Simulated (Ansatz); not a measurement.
## Run report: C$_{2}$H$_{4}$FGaO, single-point calculation

- system: C$_{2}$H$_{4}$FGaO
- method: RKS PBE0-D4/def2-TZVPP (Ansatz 0.2.0)

The geometry comes from this level: PBE0-D4/def2-TZVP.

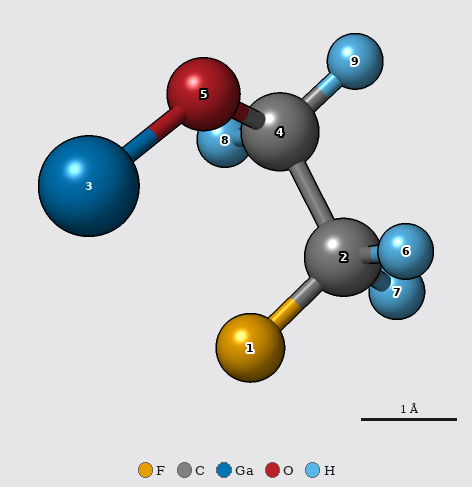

Figure 1. The structure as given in the input (ball-and-stick view, seen at a tilt; atoms are numbered from 1 in the order of the input). Sticks mark near contacts.

Results in brief:

```csv
quantity,value
outcome,converged
total energy,−59270.5234 eV
mean-field energy,−59270.3568 eV
dispersion energy,−0.1667 eV
SCF solution under orbital rotations,stable
HOMO,−6.79 eV
LUMO,−0.93 eV
hardware,"4 threads of Intel Xeon, 163 GiB of memory available, shared host"
wall time,1.9 s (CPU time 6.7 s)
peak memory,0.59 GiB
```

Input file:
```yaml
crystal:
  periodic: [false, false, false]
  atoms:
    - {symbol: F, position_ang: [0.167498, 0.427094, -1.585628]}
    - {symbol: C, position_ang: [0.127586, 0.863734, -0.257823]}
    - {symbol: Ga, position_ang: [1.000900, -2.216811, -1.053517]}
    - {symbol: C, position_ang: [-0.391909, -0.252972, 0.608339]}
    - {symbol: O, position_ang: [0.368269, -1.407059, 0.465537]}
    - {symbol: H, position_ang: [1.150602, 1.134761, 0.017167]}
    - {symbol: H, position_ang: [-0.518757, 1.744694, -0.219654]}
    - {symbol: H, position_ang: [-1.447400, -0.436730, 0.357662]}
    - {symbol: H, position_ang: [-0.368188, 0.096889, 1.650817]}
basis:
  gaussian: {orbitals: def2-TZVPP}
hamiltonian: {xc: pbe0, dispersion: d4}
output: {orbitals: {seedname: orbitals}}
```

Launched with:
```bash
ansatz run in.yaml --threads 4 --pin off --events-out ev --progress --plain --max-ram 10444MiB
```

Output:
```
Functional definition: PBE0
  name "PBE0"
  cite "Adamo & Barone, J. Chem. Phys. 110, 6158 (1999) doi:10.1063/1.478522"
  cite "Perdew, Burke & Ernzerhof, Phys. Rev. Lett. 77, 3865 (1996) doi:10.1103/PhysRevLett.77.3865"
  parent pbe
  parameter a = 0.25
  parameter kappa = 0.804
  parameter beta = 0.06672455060314922
  exchange = (1 - a)*pbe_x(kappa = kappa, mu = beta*pi^2/3) + a*exact_x
  correlation = pbe_c(beta = beta)
1316 factors; their error is unknown
mean field evaluation 1: about -59262.6085 eV, gradient 6.2e1 eV
mean field evaluation 2: about -59196.2140 eV, gradient 1.8e2 eV
mean field evaluation 4: about -59269.8906 eV, gradient 1.3e1 eV
mean field evaluation 8: about -59270.1650 eV, gradient 2.5e-1 eV
mean field evaluation 16: about -59270.3567 eV, gradient 1.5e-4 eV
mean field -59270.35674549 eV, -2178.1454355060 hartree, gradient 3.4e-5 eV, S^2 0.000000; 0 other end points of the search recorded, 0 dependent functions left out
reference -59270.35677544 eV, -2178.1454366067 hartree; 32, 32 occupied and 196, 196 virtual orbitals, 1316 factors
Total energy: -59270.52342770 eV, -2178.1515609642 hartree
```

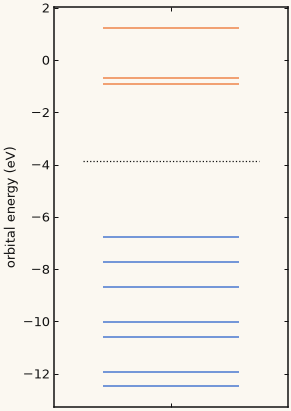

Figure 2. Orbital energies near the frontier; the dotted line parts filled from empty levels, and levels within 0.02 eV of each other stand side by side. Highest filled −6.79 eV, lowest empty −0.93 eV, 5.86 eV apart.
